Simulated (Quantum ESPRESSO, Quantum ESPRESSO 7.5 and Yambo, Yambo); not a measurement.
# GaN (P6_3mc): Bethe-Salpeter spectra with Yambo

Aim: the absorption spectrum of GaN (P6_3mc) with electron-hole interaction, and what each part of the kernel does.

Calculated with Quantum ESPRESSO 7.5 and Yambo 5.3.0; PBE and many-body steps on it, plane waves.

The database entry behind the starting cell has ideal inner coordinates that were not refined, so it need not match the best structure at ambient conditions.

## Step 1: The starting structure

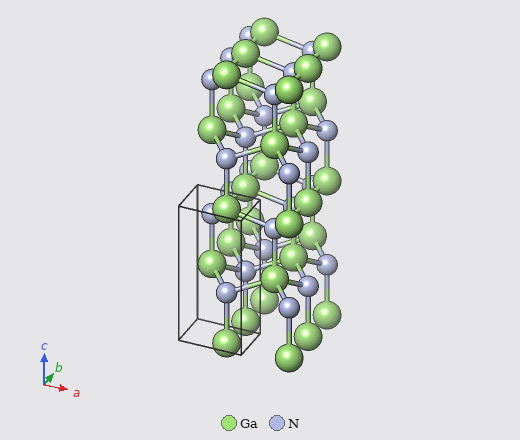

Start, viewed slightly off an axis; gallium green, nitrogen light blue. 2×3×2 cells are drawn. Some periodic images of atoms are drawn too.

Coordinates:

```cif
data_structure
_symmetry_space_group_name_H-M 'P 1'
_symmetry_Int_Tables_number 1
_cell_length_a 3.1900
_cell_length_b 3.1900
_cell_length_c 5.1890
_cell_angle_alpha 90.000
_cell_angle_beta 90.000
_cell_angle_gamma 120.000
_cell_volume 45.73
loop_
_atom_site_label
_atom_site_type_symbol
_atom_site_fract_x
_atom_site_fract_y
_atom_site_fract_z
_atom_site_occupancy
Ga1 Ga 0.66667 0.33333 0.00000 1
Ga2 Ga 0.33333 0.66667 0.50000 1
N3 N 0.66667 0.33333 0.37500 1
N4 N 0.33333 0.66667 0.87500 1
```

The cell and positions come from the Crystallography Open Database and are kept as given unless a step says otherwise.

## Step 2: Empty states on the mesh, 6×6×4 mesh, 129 bands

This step: Quantum ESPRESSO 7.5; DFT, PBE, plane waves, norm-conserving pseudopotentials.

The sums over transitions need many empty states on a uniform mesh; this step solves for them.

The input, pw.in:

```
&control
  calculation = 'nscf'
  prefix = 'x'
  outdir = 'o'
  pseudo_dir = 'pseudo'
/
&system
  ibrav = 0
  nat = 4
  ntyp = 2
  ecutwfc = 104.0
  nbnd = 129
  force_symmorphic = .true.
/
&electrons
  conv_thr = 1e-9
  electron_maxstep = 80
  diago_full_acc = .true.
  diago_thr_init = 5e-6
/
ATOMIC_SPECIES
  Ga 69.723 Ga.upf
  N 14.007 N.upf
CELL_PARAMETERS angstrom
  3.1900000000 -0.0000000000 0.0000000000
  -1.5950000000 2.7626210381 0.0000000000
  0.0000000000 0.0000000000 5.1890000000
ATOMIC_POSITIONS crystal
  Ga 0.6666666667 0.3333333333 0.0000000000
  Ga 0.3333333333 0.6666666667 0.5000000000
  N 0.6666666667 0.3333333333 0.3750000000
  N 0.3333333333 0.6666666667 0.8750000000
K_POINTS automatic
  6 6 4 0 0 0
```

The run is started by

```
OMP_NUM_THREADS=1 mpirun -n 4 pw.x -nk 4 -in pw.in > pw.out
```

Output:

```text
Program PWSCF v.7.5 starts

     This program is part of the open-source Quantum ESPRESSO suite
     for quantum simulation of materials; please cite
         "P. Giannozzi et al., J. Phys.:Condens. Matter 21 395502 (2009);
         "P. Giannozzi et al., J. Phys.:Condens. Matter 29 465901 (2017);
         "P. Giannozzi et al., J. Chem. Phys. 152 154105 (2020);
     in publications or presentations arising from this work. More details at

     Atomic positions and unit cell read from directory:
     o/x.save/

     Message from routine setup:
[...]
-130.4341-130.4341 -81.1733 -81.1733 -81.1733 -81.1733 -81.1729 -81.1729
[...]
66.3447  66.3447  68.6333  68.6333  68.6333  68.6333  70.7513  70.7513
     [... 5 further rows ...]
    93.1986  93.1986  93.6513  93.6513  93.6513  93.6513  94.5233  94.5233
    96.2106

          k = 0.0000 0.1925 0.0000 (  5515 PWs)   bands (ev):

     [... further k-points ...]

     highest occupied, lowest unoccupied level (ev):    11.6730   13.5979

     XML data file, pseudopotentials, collected wavefunctions

=------------------------------------------------------------------------------=
   JOB DONE.
=------------------------------------------------------------------------------=
```

Wall time 16 s (4 MPI ranks of Intel Xeon 6975P-C (Granite Rapids), shared host); peak memory 0.49 GiB; 64 s of CPU time.

Numbers from this step:

```
gap                                                           : 1.925 eV
k of the valence top                                          : 0, 0, 0
k of the conduction bottom                                    : 0, 0, 0
least direct gap                                              : 1.925 eV
k points computed                                             : 24
lowest point of the top converged band, above the valence top : 84.5376 eV
```

On this mesh the gap is 1.925 eV.

The density comes from a self-consistent run that is not shown.

## Step 3: Conversion and set-up

This step: Yambo 5.3.0; conversion and set-up on PBE, plane waves, norm-conserving pseudopotentials.

The states are converted to the many-body program's format and the q mesh is built.

The run is started by

```
(cd o/x.save; p2y > p2y.log; mv SAVE ../..); yambo > setup.log
```

Output:

```text
 Yambo, version 5.3.0

 [02] CORE Variables Setup
 =========================

  [02.01] Unit cells
  ==================

  Cell kind             :  HCP
  Atoms in the cell     :  Ga  N
  number of Ga atoms    :  2
  number of N  atoms    :  2

  List of atomic masses
  Mass of Ga    :  69.72300
  Mass of N     :  14.00700

  List of atomic coordinates    : [cc]
  Ga1       :  3.014113  1.740199  0.000000  order 1
  Ga2       : -0.30141E-09   3.4804       4.9029      order 2
  N1       :  3.014113  1.740199  3.677171  order 3
[...]
Q [ 1]         [rlu]:  0.000000  0.000000  0.000000
 Q [ 2]         [rlu]:  0.000000  0.000000  0.250000
 Q [ 3]         [rlu]:  0.000000  0.000000 -0.500000
[...]
Q [ 8]         [rlu]:  0.19298E-16  0.33333      0.25000
 Q [ 9]         [rlu]:  0.19298E-16  0.33333     -0.50000
 Q [10]         [rlu]: -0.28947E-16 -0.50000       0.0000
     [... 12 further rows ...]
 Q [23]         [rlu]: -0.19298E-16 -0.33333      0.25000
 Q [24]         [rlu]: -0.166667 -0.333333  0.250000

  [03.01] X indexes
  =================

   [03.01.01] Sigma indexes
   ========================

 [06] Game Over & Game summary
```

The job ended after 2.6 s (1 MPI rank; peak memory 0.26 GiB).

## Step 4: Screening and self-energy, 6×6×4 mesh, 129 bands, screening to 197.3 eV

G0W0 replaces the xc potential by the self-energy, built once from these orbitals. Only a window of levels is corrected, while the sums run over the empty bands that the input names.

This step: G0W0 on PBE, plane waves, norm-conserving pseudopotentials.

The input, gw1.in:

```
HF_and_locXC
gw0
dyson
ppa
em1d
rim_cut
RandQpts= 1000000
RandGvec= 1 RL
EXXRLvcs= 104 Ry
VXCRLvcs= 416 Ry
Chimod= "HARTREE"
% BndsRnXp
 1 | 129 |
%
NGsBlkXp= 14.5 Ry
% LongDrXp
 1 | 1 | 1 |
%
% GbndRnge
 1 | 129 |
%
DysSolver= "n"
ExtendOut
PPAPntXp= 27.21138 eV
% QPkrange
 1 | 1 | 25 | 28 |
%
```

The run is started by

```
OMP_NUM_THREADS=1 mpirun -n 4 yambo -F gw1.in -J gw1 -C gw1 > gw1.log
```

Output:

```text
 Yambo, version 5.3.0

 [02] CORE Variables Setup
 =========================

  [... cell, symmetries and grids as in the set-up ...]

  [02.05] Energies & Occupations
  ==============================

  [X] === General ===
  [X] Electronic Temperature                        :  0.000000  0.000000 [eV K]
  [X] Bosonic    Temperature                        :  0.000000  0.000000 [eV K]
  [X] Finite Temperature mode                       : no
  [X] El. density                                   :  0.11371E+25 [cm-3]
[...]
Sx RL components                                 :   5563

   QP @ state[ 1 ] K range                          :  1  1
   QP @ state[ 1 ] b range                          :  25  28
   GF energies kind                                 : Perdew, Burke & Ernzerhof(X)+Perdew, Burke & Ernzerhof(C)
   GF WF`s kind                                     : Perdew, Burke & Ernzerhof(X)+Perdew, Burke & Ernzerhof(C)
   Xs energies kind                                 : Perdew, Burke & Ernzerhof(X)+Perdew, Burke & Ernzerhof(C)
   Xs WF`s kind                                     : Perdew, Burke & Ernzerhof(X)+Perdew, Burke & Ernzerhof(C)

 [11] Game Over & Game summary
```

Elapsed: 16 min, on 4 MPI ranks; peak memory 3.9 GiB.

This step gave:

```yaml
g0w0_gap_on_the_points_computed: 2.777 eV
starting_gap_on_the_mesh: 1.925 eV
k_of_the_valence_top: 0, 0, 0
k_of_the_conduction_bottom: 0, 0, 0
least_direct_g0w0_gap_on_the_computed_points: 2.777 eV
```

The gap on the mesh goes from 1.92 eV to 2.78 eV, a correction of +0.85 eV.

The gap opens by 0.852 eV; the next steps shift the empty bands rigidly by 0.852 eV.

## Step 5: Excitons

Optical absorption needs the electron-hole interaction, solved here in a basis of vertical transitions on the mesh.

This step: Bethe-Salpeter equation on PBE with a scissors shift, plane waves, norm-conserving pseudopotentials.

The input, bse3.in:

```
optics
bss
bse
em1s
dipoles
rim_cut
RandQpts= 1000000
RandGvec= 1 RL
Chimod= "HARTREE"
BSKmod= "SEX"
BSEmod= "resonant"
BSSmod= "d"
BSENGexx= 30 Ry
BSENGBlk= 6 Ry
% BSEQptR
 1 | 1 |
%
% BSEBands
 21 | 31 |
%
% BEnRange
 0 | 8 | eV
%
% BDmRange
 0.1 | 0.1 | eV
%
BEnSteps= 161
% BLongDir
 1 | 0 | 0 |
%
% BndsRnXs
 1 | 74 |
%
NGsBlkXs= 6 Ry
% LongDrXs
 1 | 1 | 1 |
%
% KfnQP_E
 0.852 | 1.0 | 1.0 |
%
WRbsWF
```

The run is started by

```
OMP_NUM_THREADS=1 mpirun -n 4 yambo -F bse3.in -J bse3 -C bse3 > bse3.log
```

Output:

```text
 Yambo, version 5.3.0

 [02] CORE Variables Setup
 =========================

  [... cell, symmetries and grids as in the set-up ...]

  [02.05] Energies & Occupations
  ==============================

  [X] === General ===
  [X] Electronic Temperature                        :  0.000000  0.000000 [eV K]
  [X] Bosonic    Temperature                        :  0.000000  0.000000 [eV K]
  [X] Finite Temperature mode                       : no
  [X] El. density                                   :  0.11371E+25 [cm-3]
  [X] Fermi Level                                   :  11.67297 [eV]

  [X] === Gaps and Widths ===
  [X] Conduction Band Min                           :  1.924975 [eV]
  [X] Valence Band Max                              :  0.000000 [eV]
  [X] Filled Bands                                  :  26
  [X] Empty Bands                                   :   27  129
  [X] Direct Gap                                    :  1.924975 [eV]
  [X] Direct Gap localized at k                     :  1
  [X] Indirect Gap                                  :  1.924975 [eV]
  [X] Indirect Gap between kpts                     :  1  1
  [X] Last valence band width                       :  2.679448 [eV]
  [X] 1st conduction band width                     :  4.523305 [eV]

 [03] Transferred momenta grid and indexing
 ==========================================

 [BZ sampling] Q-grid is User defined and/or read from the database

 IBZ Q-points                                      :  24
 BZ  Q-points                                      :  144

 K/Q-points units:
 rlu = crystal or reduced units; cc = cartesian coordinates; iku = interal k-units

 Q [ 1]         [rlu]:  0.000000  0.000000  0.000000
 Q [ 2]         [rlu]:  0.000000  0.000000  0.250000
 Q [ 3]         [rlu]:  0.000000  0.000000 -0.500000
 Q [ 4]         [rlu]:  0.96489E-17  0.16667       0.0000
 Q [ 5]         [rlu]:  0.96489E-17  0.16667      0.25000
 Q [ 6]         [rlu]:  0.96489E-17  0.16667     -0.50000
 Q [ 7]         [rlu]:  0.19298E-16  0.33333       0.0000
 Q [ 8]         [rlu]:  0.19298E-16  0.33333      0.25000
 Q [ 9]         [rlu]:  0.19298E-16  0.33333     -0.50000
 Q [10]         [rlu]: -0.28947E-16 -0.50000       0.0000
     [... 12 further rows ...]
 Q [23]         [rlu]: -0.19298E-16 -0.33333      0.25000
 Q [24]         [rlu]: -0.166667 -0.333333  0.250000

  [03.01] X + BSE indexes
  =======================

   [03.01.01] Sigma indexes
   ========================

 [04] Coloumb potential Random Integration (RIM)
 ===============================================

  [04.01] RIM initialization
  ==========================

  * Diagonal components only detected *

  8 x (sBL volume)        :  0.044655 [a.u.]
  sBZ random points       :  1000000
  Points outside the sBZ  :   7980387
  RL volume               :  0.803799 [a.u.]
  Integrated volume       :  0.805774 [a.u.]

  [04.02] RIM integrals
  =====================

  Gamma point sphere radius             :  0.064354 [a.u.]
  Points outside the sphere             :   800078
  [Int_sBZ(q=0) 1/q^2]*(Vol_sBZ)^(-1/3) =:  7.698568
                                 should be <:  7.795600

  Summary of Coulomb integrals for non-metallic bands |Q|[au] RIM/Bare

  Q [1] 0.100000E-4 0.987553 * Q [2] 0.160191 0.992610
  Q [4] 0.200590 1.086958 * Q [5] 0.256705 1.047852
  Q [22] 0.256705 1.046860 * Q [3] 0.320381 1.007831
  Q [13] 0.347431 1.031623 * Q [6] 0.377995 1.014504
  Q [14] 0.382583 1.024259 * Q [7] 0.401179 1.024162
  Q [23] 0.431979 1.019296 * Q [8] 0.431979 1.019695
[...]
Q [18] 0.619917 1.010099 * Q [11] 0.622725 1.010810
  Q [12] 0.681740 1.008845 * Q [19] 0.694863 1.009785
  Q [20] 0.713089 1.009131 * Q [21] 0.765166 1.007868

 [WARNING] [Xs] User bands 1-74 break level degeneracy

 [WARNING] [BS] User bands 21-31 break level degeneracy

 [05] External/Internal QP corrections
 =====================================

 [QP_apply] Action to be applied: USER defined scissor

  [05.01]  QP corrections report
  ==============================

[...]
[K+QP] Direct Gap                                 :  2.776975 [eV]
  [K+QP] Direct Gap localized at k                  :  1
  [K+QP] Indirect Gap                               :  2.776975 [eV]
  [K+QP] Indirect Gap between kpts                  :  1  1
  [K+QP] Last valence band width                    :  2.679448 [eV]
  [K+QP] 1st conduction band width                  :  4.523305 [eV]

  [coarse-grid] Minimum Bare Gap        [ev]:  1.924975
  [coarse-grid] Minimum Gap Correction  [ev]:  0.852000

  Eqp @ K [ 1]
  -142.1071 -142.1070  -92.8466  -92.8465  -92.8465  -92.8461  -92.8461  -92.8453
  -15.95058 -15.06907 -13.52708 -13.50713 -13.50713 -13.44643 -13.44643 -13.26594
  -13.26594 -13.16759 -13.16759 -11.88434  -7.06098  -1.03973  -1.03973  -0.06365
  -0.630548E-8   0.00000      2.77698      5.12957      10.0375      10.7743      10.7743      11.6583
   12.59147  12.59147  15.44694  16.50019  16.50019  18.72916  18.72916  19.02048
   19.10397  22.57625  25.00366  25.00366  27.57192  28.91763  28.91763  29.83646
[...]
Eqp @ K [ 2]
[...]
Eqp @ K [ 3]
[...]
Eqp @ K [ 4]
[...]
Eqp @ K [ 5]
[...]
Eqp @ K [ 6]
[...]
Eqp @ K [ 7]
[...]
Eqp @ K [ 8]
[...]
Eqp @ K [ 9]
[...]
-2.22364  -0.97437   5.93656   6.42399   6.90820   9.43927  11.22771  11.22851
     [... 85 further rows ...]
   24.91066  25.21577  26.64438  27.29909  28.18360  28.84939  29.55377  31.70034
   32.05251  32.74457  33.77897  34.85873  35.43673  36.30889  37.15307  38.46793

 [06] Dipoles
 ============

  [06.01] Setup: observables and procedures
  =========================================

  [WARNING] [x,Vnl] slows the Dipoles computation. To neglect it rename the ns.kb_pp file

  [WARNING] [r,Vnl^pseudo] included in position and velocity dipoles.

  [WARNING] In case H contains other non local terms, these are neglected

 [07] Static Dielectric Matrix
 =============================

 [WR./bse3//ndb.em1s]------------------------------------------------------------
  Brillouin Zone Q/K grids (IBZ/BZ)                :   24  144   24  144
  RL vectors                                       :   6779 [WF]
  Coulomb cutoff potential                         : none
  Electronic Temperature                           :  0.000000 [K]
  Bosonic    Temperature                           :  0.000000 [K]
  Static diel. fun.  energies                      : Perdew, Burke & Ernzerhof(X)+Perdew, Burke & Ernzerhof(C)
  wavefunctions                                    : Perdew, Burke & Ernzerhof(X)+Perdew, Burke & Ernzerhof(C)
  Global Gauge                                     : length
  X matrix size                                    :   97
  X band range                                     :    1   74
  X e/h energy range                               : -1.000000 -1.000000 [eV]
  X Time ordering                                  : T
  X Hxc Kernel                                     : HARTREE
  X Drude frequency                                :  0.000000  0.000000
  X poles                                          :  100.0000 [o/o]
  RL vectors in the sum                            :   6779
  [r,Vnl] included                                 : yes
  Field direction                                  :  0.577350E-5  0.577350E-5  0.577350E-5
  BZ energy Double Grid                            : no
  BZ energy DbGd points                            : 0
  BZ Q point size factor                           : -1.000000
  X Optical Averaged directions                    : none

 [08] Bethe Salpeter Equation driver
 ===================================

  [08.01] Bethe Salpeter Equation @q1
  ===================================

   [08.01.01] Transition pre-analysis @q1
   ======================================

   [08.01.02] Transition Groups build-up @q1
   =========================================

   [BSK] Transition groups (total):   48
   [BSK] Size (resonant):   4320
   [BSK]         (total):   4320
   [BSK] N. of matrices :  1

   [08.01.03] Loading Dipoles @q1
   ==============================

   [08.01.04] Independent Particles properties @q1
   ===============================================

   ==========================================================

   [BSE] Exchange components :   869
   [BSE] Correlation components :    97   451

    [08.01.05.01] Screened interaction header I/O
    =============================================

    [08.01.05.02] Main kernel loop
    ==============================

    [08.01.05.03] Wave-Function Phases
    ==================================

    [BSE] WF phases found       :  78.66162 [o/o]

   [08.01.06] BSE solver(s) @q1
   ============================

   [08.01.07] Diago Solver @q1
   ===========================

 [11] Game Over & Game summary
```

Wall time 13 min (4 MPI ranks); peak memory 2.5 GiB; 52 min of CPU time.

Numbers from this step:

```
transitions in the window                                      : 4320
direct gap of the transition levels                            : 2.777 eV
lowest state                                                   : 2.455 eV
first strong exciton (over a fiftieth of the strongest listed) : 2.455 eV
binding of the lowest state below the direct gap               : 0.3223 eV
Coulomb term of one mesh cell                                  : 0.3628 eV
```

The binding is 0.89 times the screened Coulomb term of one mesh cell (0.36 eV), so it is not shown settled.

The lowest state lies at 2.455 eV, 0.322 eV under the direct gap.

Lines within 3 meV are set at the lowest of them, and the highest group, which the list may cut short, is left out; lines within 3 meV are set at the lowest of them, and the highest group, which the list may cut short, is left out. Lines of the exciton spectrum (strongest = 100):

```
position (eV)  lines merged  strength, relative
        2.455             2                 100
        2.519             1                 0.0
        3.492             2                 0.0
        3.790             2                  86
        3.807             2                 0.2
        4.181             3                  68
        4.217             3                 0.0
        4.234             1                 0.0
        4.292             2                 0.0
        4.358             2                 0.0
        4.380             1                 0.0
```

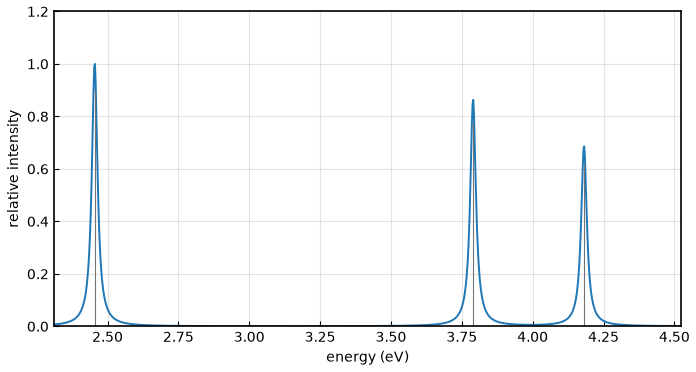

The exciton spectrum, broadened with Lorentzians of width 0.024 eV; bars mark the lines.

The ε₂ has structure finer than the step of the table below, so its rows give means over 0.5 eV, whole bins alone (the curve runs from 0 to 8 eV). Peaks (eV: height): BSE 2.45: 6.62, 3.80: 6.07, 4.95: 8.20, 5.90: 14.7, 6.55: 9.04, 6.85: 11.7, 7.40: 9.02; no electron-hole interaction 2.80: 4.70, 4.55: 3.40, 5.30: 4.43, 6.45: 7.11, 6.95: 6.29, 7.35: 10.1, 7.90: 9.20.

Field along x; broadening 0.1 eV; transition window only. Limits: finite bands, cutoff and mesh; no spin-orbit coupling; exciton not shown settled in the k mesh. ε₂ against photon energy; means over each step:

```
photon energy (eV)     BSE  no electron-hole interaction
               0.5  0.0558                        0.0367
               1.0  0.0790                        0.0480
               1.5   0.136                        0.0701
               2.0   0.494                         0.138
               2.5    3.20                          1.16
               3.0   0.491                          1.67
               3.5    1.46                         0.307
               4.0    3.93                          1.70
               4.5    1.64                          2.04
               5.0    5.08                          1.16
               5.5    5.34                          3.35
               6.0    9.43                          3.50
               6.5    7.01                          5.38
               7.0    8.77                          5.78
               7.5    6.60                          7.48
```

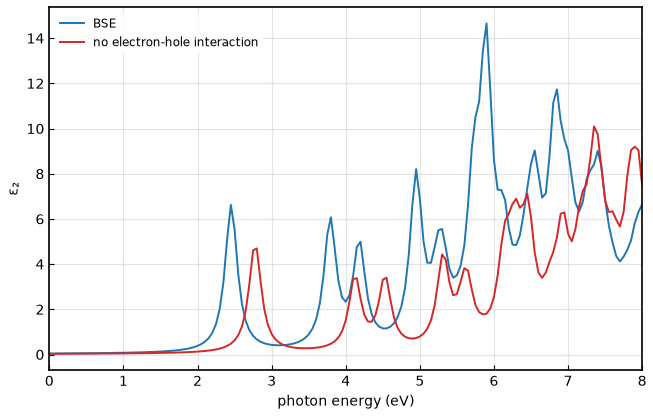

ε₂, plotted against photon energy.

The program warns that the window of bands cuts a degenerate level, which breaks the symmetry of states and spectrum.

(Part 1 of 3 ends here.)

[Paths, hosts, dates, memory and timing lines, banners, echoed tables and standing remarks are left out of the program output.]

[Logs are printed without paths, hosts, clocks, repeated set-up lines and the standing remarks that a program may print on its own settings, such as how far it seeks lower states.]

[Runs of the session that timed out or met a known fault of the program may be left out.]

[Hosts, paths, dates, database ids (printed as entryN), source tags and the programs' standing remarks are cut or masked in the printed files.]
